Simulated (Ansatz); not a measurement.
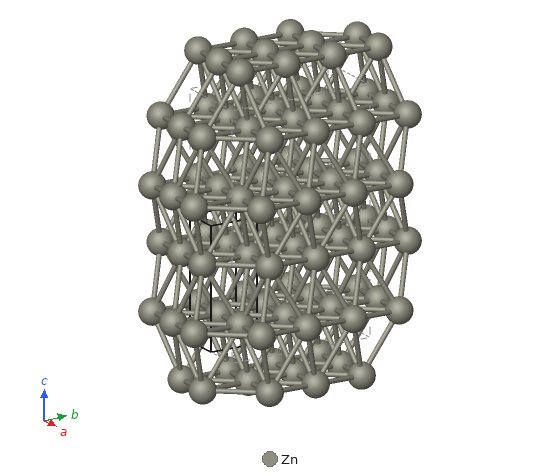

System Zn (space group P6_3/mmc, No. 194); source of the atomic positions: the end point of a relaxation with DFT PBEsol, scalar-relativistic, plane waves, PAW (Ansatz 0.2.0).

Bonds are taken as Zn–Zn below 3.2 Å. Atoms with one bond or none are removed and atoms with two bonds are replaced by edges, until no such atom is left.

**What kind of net remains, and which atoms are its nodes?**

A uninodal 12-connected, three-periodic net: Zn is a 12-connected node.

**Name the underlying net.**

It is the hcp net, known from hexagonal close packing.

**Is the net interpenetrated?**

It is a single net, without interpenetration.

**How many nodes does the smallest cycle have?**

Three.
